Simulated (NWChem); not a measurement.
**N2H3 (hydrazinyl radical): levels of theory compared**

Wanted: a comparison of 3 runs (U-wB97X/def2-TZVP, UB2PLYP/def2-TZVP, UMP3/def2-TZVP) of N2H3 (hydrazinyl radical). 

The calculation is run with NWChem 7.3.0.

## Step 1: The molecule

N2H3: 5 atoms, total charge 0, spin state doublet. SMILES: `[NH]N`. The N1–N2 distance was set to 1.739 Å, away from the relaxed value.

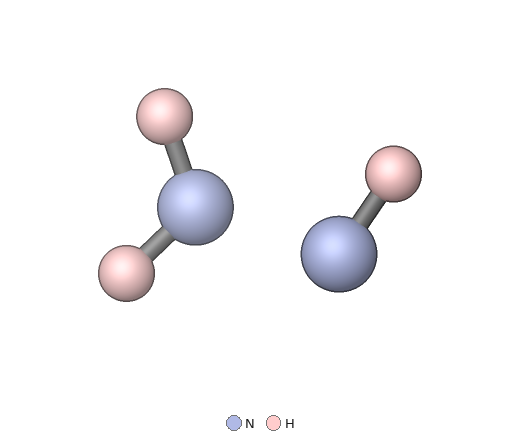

Viewed from a chosen angle; nitrogen light blue, hydrogen pink.

## Step 2: A single-point energy at U-wB97X/def2-TZVP (run 1)

Input file h3n2.nw:

```
start h3n2
title "H3N2 energy"
memory 2200 mb
geometry noautosym nocenter noautoz
 N     -0.205284    -1.134179     0.700811
 N     -0.128660     0.235610    -0.368450
 H      0.742156    -1.267579     1.058041
 H     -1.030950     0.592300    -0.640030
 H      0.587360     0.941580    -0.256830
end
basis "ao basis" spherical bse
 * library def2-TZVP
end
dft
 xc wb97x
 mult 2
 grid xfine
 convergence energy 1e-08
 iterations 100
 mulliken
 print medium
end
task dft
```

The run is started by

```bash
$ nwchem h3n2.nw > h3n2.out
```

The program printed:

```text
[...]
          Wavefunction type:  spin polarized.
          No. of atoms     :     5
          No. of electrons :    17
[...]
          Charge           :     0
          Spin multiplicity:     2
[...]
          AO basis - number of functions:    80
[...]
              XC Information
              --------------
                       wb97x  Method XC Functional
                     Hartree-Fock (Exact) Exchange  1.000
                         wb97x Exchange Functional  1.000
                      wb97x Correlation Functional  1.000
[...]
 d= 0,ls=0.0,diis     1   -111.1439491249 -1.42D+02  1.75D-03  8.66D-02     7.7
[...]
 d= 0,ls=0.0,diis    15   -111.1757423523 -4.59D-09  2.37D-07  1.73D-10   119.2
[...]
         Total DFT energy =     -111.175742352296
      One electron energy =     -212.323526935074
           Coulomb energy =       84.539006752069
    Exchange-Corr. energy =      -14.716226623825
 Nuclear repulsion energy =       31.325004454535
[...]
      Total Density - Mulliken Population Analysis
     ---------------------------------------------
    Atom       Charge   Shell Charges
 -----------   ------   -------------------------------------------------------
    1 N    7     7.22   0.82  1.15  0.64  0.87  0.34  1.32  1.38  0.66  0.00  0.03  0.00
    2 N    7     7.50   0.82  1.15  0.55  0.77  0.25  1.50  1.57  0.86  0.00  0.02  0.00
    3 H    1     0.78   0.27  0.42  0.05  0.03
    4 H    1     0.74   0.27  0.39  0.05  0.04
    5 H    1     0.76   0.27  0.40  0.05  0.04
[...]
      <S2> =      0.7577 (Exact =     0.7500)
[...]
```

It took 2 min on 1 thread of Intel Xeon Platinum 8259CL at 2.50GHz (Skylake/Cascade Lake), shared host; peak memory 0.12 GiB.

## Step 3: A single-point energy at UB2PLYP/def2-TZVP (run 2)

Input file h3n2.nw:

```
start h3n2
title "H3N2"
memory total 2200 mb
charge 0

geometry units atomic noautosym nocenter noautoz
   N     -0.38793054    -2.14328769     1.32434086
   N     -0.24313216     0.44523837    -0.69626959
   H      1.40247158    -2.39537715     1.99940772
   H     -1.94821315     1.11928478    -1.20948141
   H      1.10994954     1.77932832    -0.48533836
end

basis spherical bse
   * library def2-TZVP
end

dft
   xc hfexch 0.53 becke88 0.47 lyp 0.73 mp2 0.27
   dftmp2 semidirect
   mult 2
   grid xfine
   convergence energy 1e-08
   iterations 100
   mulliken
   noprint "final vectors analysis"
end

mp2
   freeze core 2
end

task dft
```

The run is started by

```bash
$ nwchem h3n2.nw > h3n2.out
```

The program printed:

```text
[...]
          Wavefunction type:  spin polarized.
          No. of atoms     :     5
          No. of electrons :    17
[...]
          Charge           :     0
          Spin multiplicity:     2
[...]
          AO basis - number of functions:    80
[...]
              XC Information
              --------------
                     Hartree-Fock (Exact) Exchange  0.530
                    Becke 1988 Exchange Functional  0.470
              Lee-Yang-Parr Correlation Functional  0.730
[...]
 d= 0,ls=0.0,diis     1   -110.9538553028 -1.42D+02  1.81D-03  6.15D-02     3.9
[...]
 d= 0,ls=0.0,diis    16   -110.9889778764 -7.58D-09  3.97D-07  1.58D-10    57.8
[...]
         Total DFT energy =     -110.988977876357
      One electron energy =     -212.294786921196
           Coulomb energy =       84.518569909180
    Exchange-Corr. energy =      -14.537763043257
 Nuclear repulsion energy =       31.325002178917
[...]
      Total Density - Mulliken Population Analysis
     ---------------------------------------------
    Atom       Charge   Shell Charges
 -----------   ------   -------------------------------------------------------
    1 N    7     7.19   0.82  1.15  0.63  0.90  0.31  1.31  1.40  0.64  0.00  0.03  0.00
    2 N    7     7.52   0.82  1.16  0.55  0.80  0.24  1.48  1.59  0.86  0.01  0.02  0.00
    3 H    1     0.78   0.27  0.42  0.06  0.03
    4 H    1     0.75   0.27  0.39  0.05  0.04
    5 H    1     0.76   0.27  0.40  0.05  0.04
[...]
      <S2> =      0.7623 (Exact =     0.7500)
[...]
  Basis functions       =     80
[...]
```

Run time: 62 s. Hardware: 1 thread of Intel Xeon Platinum 8259CL at 2.50GHz (Skylake/Cascade Lake), shared host; peak memory 0.18 GiB.

## Step 4: The energy at UMP3/def2-TZVP (run 3)

Input file run.py:

```python
from ase import Atoms
from ase.calculators.nwchem import NWChem

system = Atoms('NNHHH', positions=[
    [-0.205284, -1.134179, 0.700811],
    [-0.128660, 0.235610, -0.368450],
    [0.742156, -1.267579, 1.058041],
    [-1.030950, 0.592300, -0.640030],
    [0.587360, 0.941580, -0.256830],
])

calc = NWChem(
    label='h3n2',
    theory='tce',
    memory='stack 330 mb heap 110 mb global 1760 mb',
    basis='def2-TZVP',
    basispar='spherical bse',
    scf={'nopen': '1', 'uhf': None, 'thresh': '1e-08', 'maxiter': '80'},
    tce={'scf': None, 'mbpt3': None, 'freeze': 'core 2', 'maxiter': '60'},
    task='energy',
)
system.calc = calc

print("Total energy (eV):", round(system.get_potential_energy(), 6))
```

The run is started by

```bash
$ export ASE_NWCHEM_COMMAND="nwchem PREFIX.nwi > PREFIX.nwo"
$ python run.py
```

The program printed:

```text
Total energy (eV): -3019.290759
```

The calculator wrote h3n2.nwi:

```
title "h3n2"

permanent_dir h3n2

scratch_dir h3n2

start h3n2

geometry units angstrom nocenter noautosym noautoz
  N  -2.0528399999999999e-01 -1.1341790000000000e+00 7.0081099999999996e-01
  N  -1.2866000000000000e-01 2.3561000000000001e-01 -3.6845000000000000e-01
  H  7.4215600000000004e-01 -1.2675790000000000e+00 1.0580410000000000e+00
  H  -1.0309500000000000e+00 5.9230000000000005e-01 -6.4002999999999999e-01
  H  5.8735999999999999e-01 9.4157999999999997e-01 -2.5683000000000000e-01
end

memory stack 330 mb heap 110 mb global 1760 mb

basis spherical bse noprint
   * library def2-TZVP
end

scf
  nopen 1
  uhf
  thresh 1e-08
  maxiter 80
end
tce
  scf
  mbpt3
  freeze core 2
  maxiter 60
end

task tce energy
```

h3n2.nwo:

```text
Northwest Computational Chemistry Package (NWChem) 7.3.0
             --------------------------------------------------------

           Job information
           ---------------

    nwchem branch   = 7.3.0
    use scalapack   = T
    input           = h3n2.nwi
    prefix          = h3n2.
    data base       = h3n2/h3n2.db
    status          = startup
    nproc           =        1

           Memory information
           ------------------

[... 5 lines left out ...]
    hardfail = no
[... 120 lines left out ...]
 Convergence threshold     :          1.000E-08
[... 21 lines left out ...]
      One electron energy =   -212.172676514794
[... 33 lines left out ...]
          Final beta eigenvalues
[... 493 lines left out ...]
 MBPT(2) total energy / hartree       =      -110.934819465657512
[... 1 line left out ...]
 MBPT(3) iterations
 --------------------------------------------------------
 Iter          Residuum       Correlation     Cpu    Wall
 --------------------------------------------------------
    1   0.1898509485255   0.0000000000000     0.6     0.6
    2   0.0000000002024  -0.0220702763599     0.5     0.5
 --------------------------------------------------------
 Iterations converged
 MBPT(3) correlation energy / hartree =        -0.022070276359911
 MBPT(3) total energy / hartree       =      -110.956889742017424

 Task  times  cpu:       67.3s     wall:       67.3s
 Total times  cpu:       67.4s     wall:       67.4s
```

Run time: 69 s. Hardware: 1 thread of Intel Xeon Platinum 8259CL at 2.50GHz (Skylake/Cascade Lake), shared host; peak memory 1.3 GiB.

## Step 5: Overview of the runs

| run | level | frozen core orbitals | integration grid | energy (Eh) | dipole moment (D) | HOMO energy (eV) | LUMO energy (eV) | wall time |
| --- | --- | --- | --- | --- | --- | --- | --- | --- |
| 1 | U-wB97X/def2-TZVP | – | xfine | -111.175742 | 2.05 | -9.53 | 0.07 | 2 min |
| 2 | UB2PLYP/def2-TZVP | 2 | xfine | -111.122114 | 1.94 | – | – | 62 s |
| 3 | UMP3/def2-TZVP | 2 | – | -110.956890 | – | -10.64 | 3.37 | 69 s |

## Step 6: What came out

```
                                                         quantity          value
                                              run 3: total energy  -110.95689 Eh
run 3: HOMO energy (Hartree–Fock orbitals) (highest over α and β)      -10.64 eV
 run 3: LUMO energy (Hartree–Fock orbitals) (lowest over α and β)        3.37 eV
               run 3: correlation energy (2 core orbitals frozen)     -400.4 mEh
                         run 3: ⟨S²⟩ of the reference determinant          0.919
```

**Reading.** Totals of different functionals can't be ranked against each other. Spin contamination of the reference: run 3 ⟨S²⟩ = 0.92. All runs together took 4.2 min, the longest 2 min.
